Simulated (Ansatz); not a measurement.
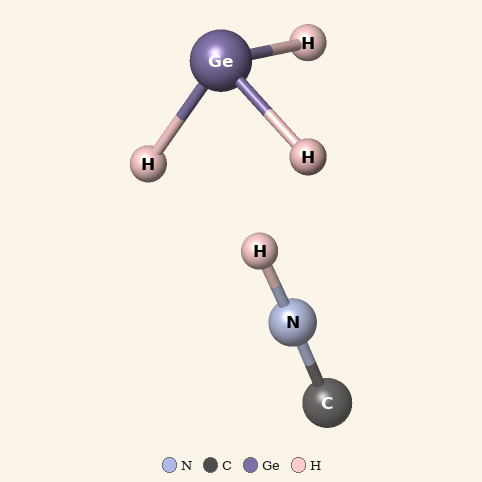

Charge −1, singlet. Computed geometry: PBE0-D4/def2-TZVPD optimisation. No frequency run is at hand to confirm it as a minimum. Level of theory: RKS PBE0-D4/def2-TZVPD (Ansatz 0.2.0).

What is the dispersion correction?

Answer. −9.6 kJ/mol.
